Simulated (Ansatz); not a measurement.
Start from Pd in the fcc (Cu type) structure (space group Fm-3m, No. 225; a = 3.841 Å; relaxed with 0.1 eV smearing). Axes: x, y, z lie along the cube axes.

Structures relaxed with Kohn–Sham DFT with the LDA functional, run in Ansatz (a program for electronic structure) with PAW and 420 eV plane waves, without spin-orbit coupling.

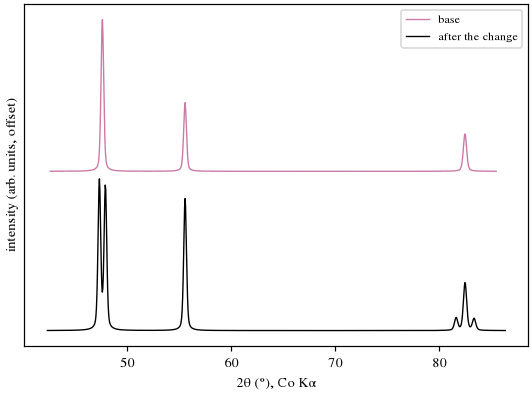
*Simulated powder patterns before (top) and after one change*

Question: What was done to the base?
A. tensor shear ε_xy = +1.71 %
B. tensor shear ε_xy = +1.43 %
C. tensor shear ε_xy = +0.86 %

Answer: C, tensor shear ε_xy = +0.86 %. Its volume per atom is 14.17 Å³ against 14.17 Å³, and its space group is Immm (No. 71).

The cells carry an imposed strain or load. Whether these cells are dynamically stable was not tested. All final runs are without spin polarisation.
